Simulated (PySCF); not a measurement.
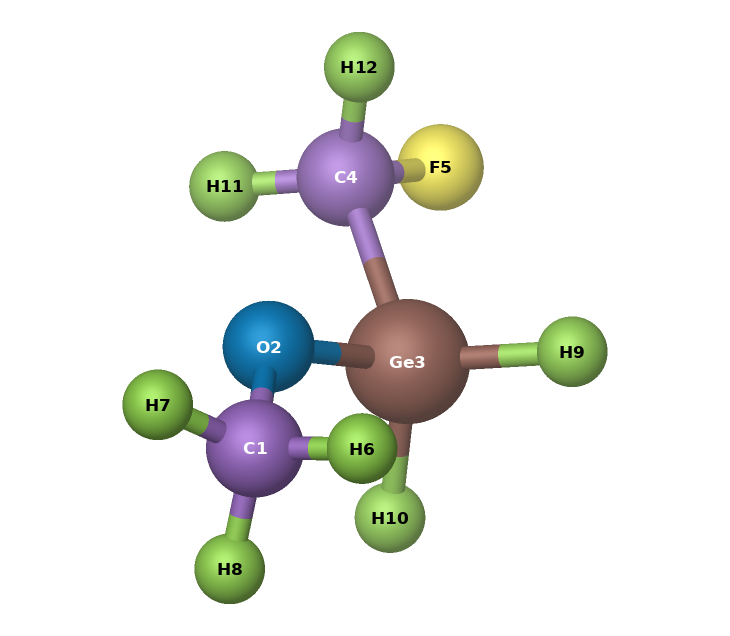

Computed geometry: GFN2-xTB optimisation. No frequency run is at hand to confirm it as a minimum. Method: B3LYP/pcJ-1 (pcSseg-1 on Ge) indirect spin-spin coupling, non-relativistic, gas phase (PySCF 2.14.0). Isotopes: 13C, 19F, 1H, 17O.

Give the spin–spin coupling constants of these pairs, with the number of bonds between them: F5/H11, F5/H12, O2/F5, F5/H9.

| pair | bonds apart | J (Hz) |
| --- | --- | --- |
| F5, H11 | 2 | 53.8 |
| F5, H12 | 2 | 53.8 |
| O2, F5 | 3 | −4.8 |
| F5, H9 | 3 | −1.3 |

Density functionals are unreliable for couplings to fluorine, so those rows may be far off.

The geometry is semi-empirical. Around Ge such bond lengths and angles can be off by a tenth of an ångström or more and by several degrees, and values that hang on the shape move with them.
